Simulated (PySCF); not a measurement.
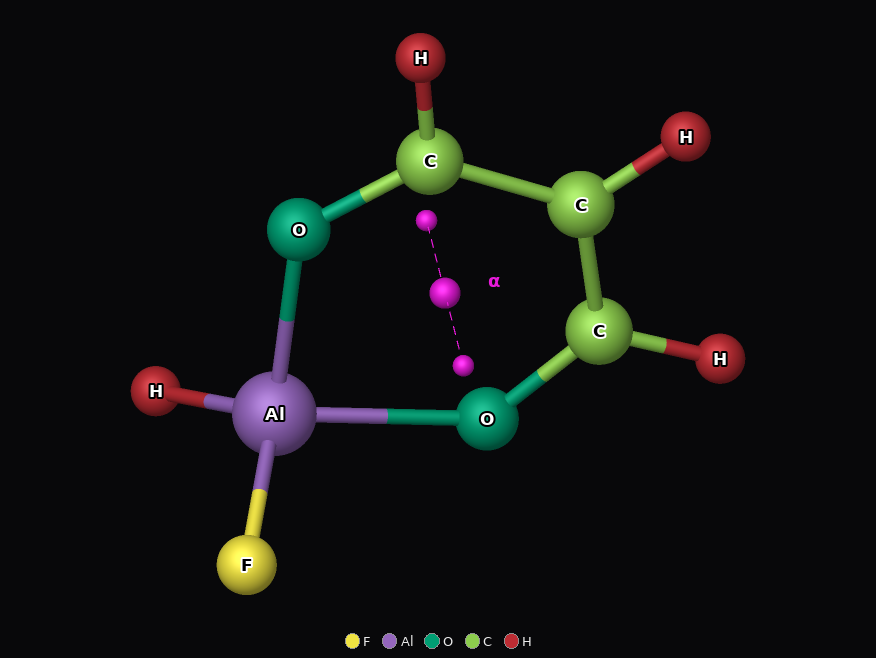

The small points mark where nucleus-independent chemical shifts (NICS) were computed: at the centre of each lettered ring and 1 Å above and below it. Computed geometry: PBE0-D3(BJ)/def2-SVP optimisation. No frequency run is at hand to confirm it as a minimum. Method: GIAO HF/pcSseg-1 NMR shielding, non-relativistic, gas phase (PySCF 2.14.0).

Give NICS(0), NICS(1) and the out-of-plane component NICS(1)zz for each ring (means of the two sides).

| ring | members | NICS(0) | NICS(1) | NICS(1)zz |
| --- | --- | --- | --- | --- |
| α | C3AlO2 | 1.9 | −1.0 | 1.5 |

Values in ppm.

### What do the values say about the ring currents?

Ring α: weak, as in a non-aromatic ring. NICS is one index among several.
